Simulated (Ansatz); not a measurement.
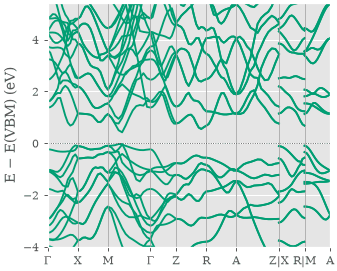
Figure. Band structure from the program Ansatz at the PBEsol level (PAW)

The gap is 0.40 eV; an edge lies off the plotted path or next to a special point (maximum off the standard path, minimum on the M–Γ line, 31 % of the way from M).

Question: Pick the material that matches.
(A) YSiNO2, P4/mmm (Y on 1b, Si on 1c, N on 1d, O on 2f)
(B) Ge, P4_32_12 (Ge on 4a, Ge on 8b)
(C) SnO2, rutile
(D) SiGeC2, P-4m2 (Si on 1a, C on 2g, Ge on 1c)

Answer: B, Ge, P4_32_12 (Ge on 4a, Ge on 8b)

The workflow started from a Materials Project entry (that database holds measured and hypothetical structures alike); the Crystallography Open Database files this formula in space group No. 96, but the cells were not matched. It is not the phase usual at ambient conditions (space group No. 227). The cell was relaxed with PBEsol under the symmetry of its start; whether a distortion lowers the energy is not shown. Scalar-relativistic: spin–orbit coupling is off unless named, which matters more the heavier the elements.

Potentials: the earlier of the program's two PAW sets. The files were generated under PBE; for other functionals the program regenerates the frozen cores, and for LDA and PBEsol the local potential too.
